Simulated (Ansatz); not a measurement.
# CH₃F₂NS: a few dozen steps of dynamics

What does CH₃F₂NS do in its first 20 fs with a Langevin thermostat, with the temperature set to 1500 K?

Method: revPBE/6-31G*; program: Ansatz 0.2.0, Gaussian basis.

### 1 The geometry

The geometry comes from an earlier relaxation with PBE0-D4 in a triple-zeta def2 set; it is a stationary point, not always the lowest conformer.

SMILES `NC(F)(F)S`, 8 atoms, charge 0, spin multiplicity 1.

Atoms are counted from 1 here; the program's logs count them from 0.

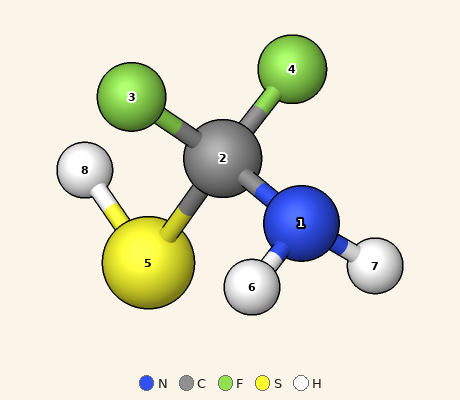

The structure; nitrogen blue, carbon grey, fluorine green, sulfur yellow, hydrogen white; atoms are numbered from 1 in the order of the file.

Coordinates:

```mol
CH3F2NS
  3D, bonds by distance, orders not assigned

  8  7  0  0  0  0  0  0  0  0999 V2000
    0.8619    0.5971   -0.7375 N   0  0
   -0.2916    0.0127   -0.1868 C   0  0
   -1.2400    0.9644   -0.0551 F   0  0
   -0.7696   -0.9049   -1.0540 F   0  0
    0.0003   -0.7803    1.4348 S   0  0
    1.2191    1.3388   -0.1514 H   0  0
    1.5783   -0.0925   -0.9177 H   0  0
   -1.2662   -1.1925    1.6120 H   0  0
  1  2  8  0
  2  3  8  0
  2  4  8  0
  2  5  8  0
  1  6  8  0
  1  7  8  0
  5  8  8  0
M  END
```

### 2 The run

Input file in.yaml:

```yaml
crystal:
  periodic: [false, false, false]
  atoms:
    - {symbol: N, position_ang: [0.861878, 0.597094, -0.737492]}
    - {symbol: C, position_ang: [-0.291622, 0.012672, -0.186803]}
    - {symbol: F, position_ang: [-1.240004, 0.964363, -0.055122]}
    - {symbol: F, position_ang: [-0.769593, -0.904899, -1.054030]}
    - {symbol: S, position_ang: [0.000309, -0.780278, 1.434797]}
    - {symbol: H, position_ang: [1.219079, 1.338781, -0.151352]}
    - {symbol: H, position_ang: [1.578264, -0.092526, -0.917676]}
    - {symbol: H, position_ang: [-1.266211, -1.192507, 1.611977]}
basis:
  gaussian: {orbitals: "6-31G*"}
hamiltonian: {xc: {name: revPBE}}
md: {timestep: 1 fs, n_steps: 20, ensemble: nvt_langevin, temperature: 1500, initial_velocities: maxwell_boltzmann, friction: 0.01, seed: 397}
```

Run with:

```bash
$ ansatz run in.yaml --threads 2 --pin off --events-out ev --progress --plain --max-ram 4352MiB
```

What it wrote, shortened:

```text
Functional definition: revPBE
  name "revPBE"
  cite "Zhang & Yang, Phys. Rev. Lett. 80, 890 (1998) doi:10.1103/PhysRevLett.80.890"
  cite "Perdew, Burke & Ernzerhof, Phys. Rev. Lett. 77, 3865 (1996) doi:10.1103/PhysRevLett.77.3865"
[...]
945 factors; their error is unknown
[...]
mean field -18839.41930778 eV, -692.3358897438 hartree, gradient 4.7e-5 eV, S^2 0.000000; 0 other end points of the search recorded, 0 dependent functions left out
[...]
reference -18839.41933611 eV, -692.3358907850 hartree; 25, 25 occupied and 60, 60 virtual orbitals, 945 factors
md step     0: t =     0.00 fs  T =  1312.5 K  F+E_penalty+E_count = -18839.41930778 eV  E_kin = 1.357230 eV  (27 SCF iters)
[...]
md step     5: t =     5.00 fs  T =  1225.0 K  F+E_penalty+E_count = -18839.19808151 eV  E_kin = 1.266706 eV  (29 SCF iters)
[...]
md step    10: t =    10.00 fs  T =   939.3 K  F+E_penalty+E_count = -18838.91689596 eV  E_kin = 0.971330 eV  (30 SCF iters)
[...]
md step    15: t =    15.00 fs  T =   598.0 K  F+E_penalty+E_count = -18838.62514358 eV  E_kin = 0.618427 eV  (31 SCF iters)
[...]
md step    19: t =    19.00 fs  T =   773.8 K  F+E_penalty+E_count = -18838.65097701 eV  E_kin = 0.800159 eV  (31 SCF iters)
[...]
md step    20: t =    20.00 fs  T =   624.0 K  F+E_penalty+E_count = -18838.55670217 eV  E_kin = 0.645225 eV  (51 SCF iters)
Total energy: -18838.55673105 eV, -692.3041906336 hartree
Atom 0 at     0.865659     0.573544    -0.715821 Å, force    -2.254590     2.813673     2.680530 eV/Å
Atom 1 at    -0.366647     0.067446    -0.231614 Å, force     0.838934    -1.837000     0.165789 eV/Å
Atom 2 at    -1.383157     0.986804    -0.035440 Å, force     0.827157    -1.196258    -0.924831 eV/Å
Atom 3 at    -0.673565    -1.030981    -1.218249 Å, force    -0.325087     2.475148     2.210662 eV/Å
Atom 4 at     0.114245    -0.669631     1.611485 Å, force    -0.694462     0.061830    -0.556683 eV/Å
Atom 5 at     1.504949     0.910011     0.017064 Å, force    -0.352097     0.032312    -0.230997 eV/Å
Atom 6 at     1.291214    -0.020808    -1.320613 Å, force     1.625536    -2.489251    -2.467908 eV/Å
Atom 7 at    -1.007227    -0.681511     2.451802 Å, force     0.334608     0.139546    -0.876561 eV/Å
Dipole moment:     0.256590     0.118671     0.024370 e Å
```

Run time: 28 s. Hardware: 2 threads of Arm Neoverse V2, shared host.

### 3 The trajectory

Step by step, with energies from the first frame:

```tsv
time (fs)	T (K)	potential (meV)	C2–S5 (Å)
0.0	1312	0.0	1.829
1.0	1332	14.5	1.842
2.0	1156	95.5	1.855
3.0	1246	141.5	1.869
4.0	1378	161.2	1.886
5.0	1225	221.2	1.903
6.0	1212	303.7	1.919
7.0	1151	369.1	1.933
8.0	1169	376.9	1.948
9.0	1043	396.2	1.962
10.0	939	502.4	1.975
11.0	737	675.0	1.985
12.0	708	736.6	1.994
13.0	744	667.6	2.002
14.0	664	687.5	2.006
15.0	598	794.2	2.010
16.0	588	871.3	2.014
17.0	621	857.2	2.020
18.0	823	777.8	2.027
19.0	774	768.3	2.035
20.0	624	862.6	2.042
```

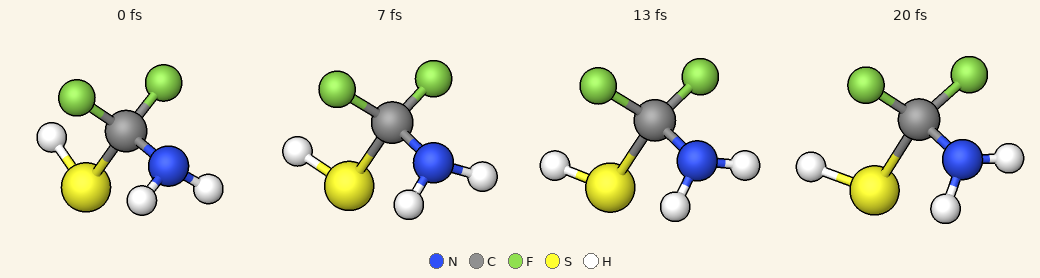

Four frames; sticks are those of the first frame.

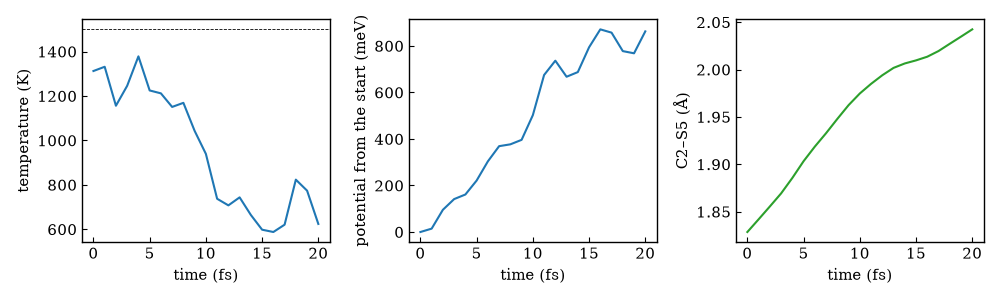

Temperature (the set value dashed), potential energy and the bond that swings most.

Positions (Å) and forces (eV/Å) at 20.0 fs:

```xyz
8

N     0.866    0.574   -0.716   -2.255    2.814    2.681
C    -0.367    0.067   -0.232    0.839   -1.837    0.166
F    -1.383    0.987   -0.035    0.827   -1.196   -0.925
F    -0.674   -1.031   -1.218   -0.325    2.475    2.211
S     0.114   -0.670    1.611   -0.694    0.062   -0.557
H     1.505    0.910    0.017   -0.352    0.032   -0.231
H     1.291   -0.021   -1.321    1.626   -2.489   -2.468
H    -1.007   -0.682    2.452    0.335    0.140   -0.877
```

### 4 What came out

```
                         quantity                          value
                           length             20 steps of 1.0 fs
temperature, first and last frame                    1312, 624 K
         temperature, second half  mean 711 K, from 588 to 939 K
           swing of the potential                        871 meV
                   range of C2–S5               1.829 to 2.042 Å
```

From 1312 K at the start the temperature swings between 588 and 1378 K: with 8 atoms it has no steady value yet; starting near a minimum, about half of the kinetic energy flows into the potential. The first value differs from the one set because the log counts other degrees of freedom than the draw of velocities did. C2–S5 swings most, by 0.21 Å; no bond breaks. A run of 20 fs gives no averages.
